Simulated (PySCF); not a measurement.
C$_{2}$H$_{5}$ClO$_{2}$, SMILES `CCl.OC=O`.

Method: HF/def2-SVPD; geometry: GFN2-xTB; program: PySCF. GFN2-xTB bond lengths at metals and heavier atoms can be off by up to 0.1 Å and shapes distorted, which carries into these values.

Coordinates in Å:

```
C1      -1.9050   -1.0416   -0.0181
Cl2     -1.9033    0.7332   -0.0169
H3      -2.4210   -1.3762   -0.9128
H4      -2.4255   -1.3777    0.8733
H5      -0.8724   -1.3786   -0.0156
O6       2.9298    0.5895   -0.0715
C7       1.7170    0.1123    0.1309
O8       1.3979   -1.0349    0.0187
H9       3.5454   -0.1180   -0.3306
H10      1.0363    0.9259    0.4184
```

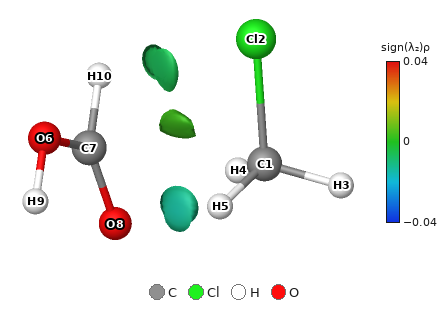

Non-covalent interaction surfaces between the fragments (reduced density gradient s = 0.5, coloured by sign(λ₂)ρ in a.u.; trimmed to the region between the fragments where ρ is under 0.06 a.u.). Fragment A: H3CCl (atoms 1–5); fragment B: H2CO2.

Q: Which interactions hold the two fragments together?

A: Bond critical points between the fragments: H5···O8, weak C–H hydrogen bond, 2.30 Å, ρ = 0.013 a.u.; Cl2···H10, weak C–H hydrogen bond, 2.98 Å, ρ = 0.006 a.u. All are weak and appear green, as weak hydrogen bonds do. Several contacts close a ring, whose ring point adds a part with positive λ₂ between them. The pose is a local one from a semi-empirical search, not shown to be the most stable.

Q: How strongly are they bound?

A: The counterpoise-corrected interaction energy of the frozen fragments is −1.5 kcal/mol without dispersion correction and −4.0 kcal/mol with D3(BJ). The pair geometry is semi-empirical, not a minimum at this level.

Run time: 5.1 s on 1 thread of Arm Neoverse V2 (shared host), peak memory 0.3 GiB.
